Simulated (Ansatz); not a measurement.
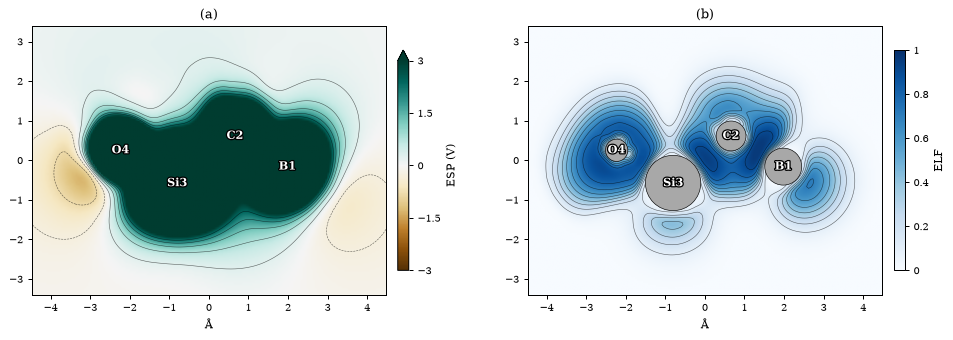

Figure 1: CH7BOSi (SMILES BC[SiH2]O). (a) electrostatic potential; (b) electron localisation function on the plane of atoms C2, Si3 and O4. Grey discs cover the atomic cores in the ELF map.

Geometry: PBE0-D4/def2-TZVP.

Theory: RKS PBE0-D4/def2-TZVPP in Ansatz 0.2.0.

Input

```
crystal:
  periodic: [false, false, false]
  atoms:
    - {symbol: B, position_ang: [-0.666070, 1.698915, -0.205337]}
    - {symbol: C, position_ang: [-0.485668, 0.237837, -0.634242]}
    - {symbol: Si, position_ang: [0.694764, -0.651550, 0.538552]}
    - {symbol: O, position_ang: [0.986332, -2.189490, 0.022783]}
    - {symbol: H, position_ang: [0.077035, 2.549697, -0.604395]}
    - {symbol: H, position_ang: [-1.515234, 2.007548, 0.581667]}
    - {symbol: H, position_ang: [-0.010541, 0.113324, -1.613156]}
    - {symbol: H, position_ang: [-1.406770, -0.353607, -0.578487]}
    - {symbol: H, position_ang: [2.020554, 0.007063, 0.554430]}
    - {symbol: H, position_ang: [0.107323, -0.659551, 1.906243]}
    - {symbol: H, position_ang: [0.263674, -2.817285, 0.052442]}
basis:
  gaussian: {orbitals: def2-TZVPP}
hamiltonian: {xc: pbe0, dispersion: d4}
output: {orbitals: {seedname: orbitals}}
```

Launched as:

```sh
ansatz run in.yaml --threads 2 --pin off --events-out ev --progress --plain --max-ram 4352MiB
```

Interpret the plot.

Answer. The section cuts through B, C, Si and O sites. C–B (1.53 Å): the ELF peaks at about 0.95 between the atoms: a covalent bond. Si–O (1.65 Å): the ELF peaks at about 0.90 between the atoms (a shared but strongly polarised pair). C–Si (1.89 Å): the ELF peaks at about 0.95 between the atoms, as expected for localised, covalent bonding. The ELF also peaks beside O4, away from the bonds: lone-pair regions. Outside the dense part of the molecule the potential is most negative (−1.3 V) near O4.
